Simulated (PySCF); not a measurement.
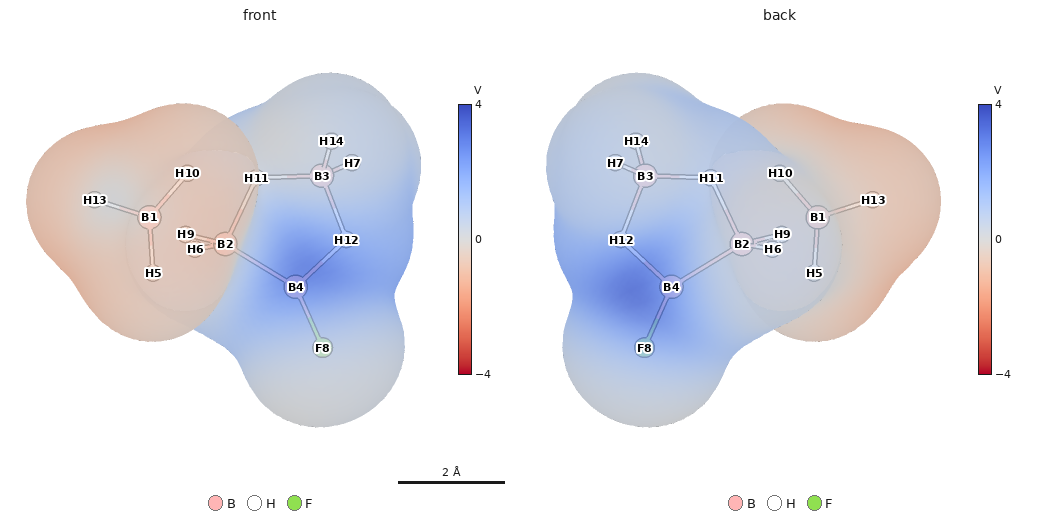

Figure 1: BH3···B3FH6. The molecular electrostatic potential painted on the density surface at 0.002 e/bohr³, seen from the front and from behind; the colour scale runs from red (negative) to blue (positive).

Geometry: GFN2-xTB.

All numbers below come from PBE0/pcSseg-1, SCF density, in a water solvent model, non-relativistic (PySCF).

```xyz
14

B     0.0543    1.7266    1.5647
B    -0.2878   -0.7932    0.4915
B    -0.4859   -0.4872   -1.7290
B     1.0453   -1.1814   -0.3334
H     1.1448    1.6038    1.9818
H    -0.9956   -1.5515    1.0465
H    -1.0022   -1.3336   -2.3547
F     2.2729   -1.6117   -0.2693
H    -0.1977    0.2569    1.0915
H    -0.0757    2.2954    0.5459
H    -1.0550   -0.4001   -0.6012
H     0.7867   -0.9031   -1.5967
H    -0.8227    1.7902    2.3417
H    -0.3814    0.5891   -2.1793
```

### Describe the electrostatic potential map.

The most negative region (about −1.0 V) lies over H13, the most positive (about +3.1 V) over B4.

### How polar is the complex by this calculation?

Its dipole moment is 4.07 D.
